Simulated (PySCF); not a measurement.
SMILES [SiH3]O[SiH2]Cc1cccs1 at its GFN2-xTB optimised geometry (Å):

```
19

Si     0.5059    -1.3622    -3.5189
O     -0.8894    -1.8984    -2.8820
Si    -2.1380    -2.0577    -1.8710
C     -1.5213    -1.8024    -0.0727
C     -0.6032    -0.6444     0.0000
C      0.7573    -0.6444     0.0000
C      1.3190     0.6541     0.0000
C      0.3791     1.6291    -0.0092
S     -1.2177     0.9791    -0.0169
H      0.3467    -1.5791    -4.9546
H      0.6636     0.0507    -3.1840
H      1.5713    -2.1812    -2.9447
H     -2.6166    -3.4246    -2.0527
H     -3.1102    -1.0234    -2.2164
H     -0.9937    -2.6925     0.2728
H     -2.3775    -1.6507     0.5844
H      1.3447    -1.5454     0.0134
H      2.3775     0.8453     0.0076
H      0.5124     2.6925    -0.0079
```

Method: B3LYP/def2-SVP run with PySCF 2.14.0.

Map of the Laplacian of the electron density (e/bohr⁵), clipped to [-1.50, 1.50] on the plane z = 0.6 Å:

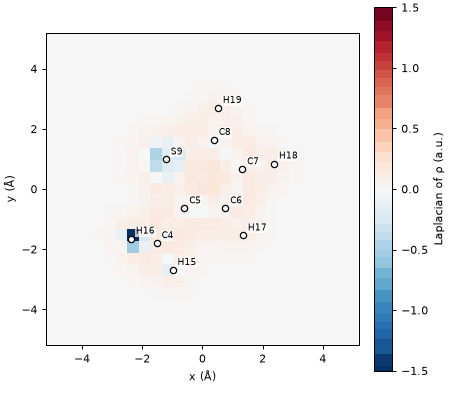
Figure. Laplacian of the electron density (e/bohr⁵), clipped to [-1.50, 1.50] on the plane z = 0.6 Å.
